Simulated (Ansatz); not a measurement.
Input

```
crystal:
  lattice:
    - [3.5486714803, 0.0, 0.0]
    - [0.0, 3.5486714803, 0.0]
    - [0.0, 0.0, 3.5486714803]
  atoms:
    - { symbol: W, position: [0.0, 0.0, 0.0], spin: 3.92 }
    - { symbol: Se, position: [0.5, 0.5, 0.5], spin: -0.49 }
basis:
  ecutwfc: 420
kpoints:
  mp_grid: { grid: [12, 12, 12] }
hamiltonian:
  xc: pbe
  hubbard: { sites: [{ species: W, l: d, u_eff: 6.2 }] }
scf:
  occupations: { method: gaussian, width: 0.1 }
output:
  forces: true
  stress: true
  eigenvalues: true
  populations: true
  write_density: true
  write_potential: true
  elf: true
  volumetric_format: npy
magnetization:
  spin_polarized: true
relax:
  adjacent_minimum: "off"
  f_tol: 0.01
  max_steps: 80
  cell: { stress_tol: 0.05 }
```

Launched as:

```sh
ansatz run input.yaml --threads 1 --pin off --max-ram 2560MiB --backend cpu --events-out ev --progress --plain --runs-dir out
```

Below, planes, directions and counts refer to the conventional cell (a = 3.55 Å, b = 3.55 Å, c = 3.55 Å, α = 90.00°, β = 90.00°, γ = 90.00°).

The fields are those of the run's last geometry, not of the input's.

Space group Pm-3m; started from the CsCl (B2) prototype, which need not be the ambient phase; Hubbard U of 6.2 eV on W d only; spin-polarised.

Theory: Ansatz 0.2.0, DFT PBE+U, scalar-relativistic, plane waves, PAW.

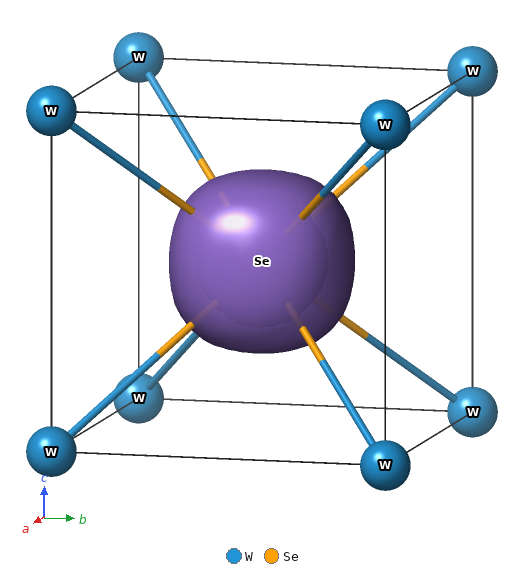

WSe. Isosurface of the electron localisation function at 0.75 (purple), seen slightly off an axis. Only the valence region is drawn (cores and ρ < 0.01 e/Å³ removed). Sticks mark near contacts.

In a PAW calculation such maps are meaningful between the atoms, not at the nuclei.

### Describe the localisation domains.

The ELF exceeds this value in one region wrapped around Se (its valence shell), counted in one cell of 2 atoms. Any copies at cell faces, edges or corners count once. Along the contacts the grid gives the following. W–Se (3.07 Å): the ELF is about 0.35 at the midpoint and 0.25 at its lowest between the atoms.
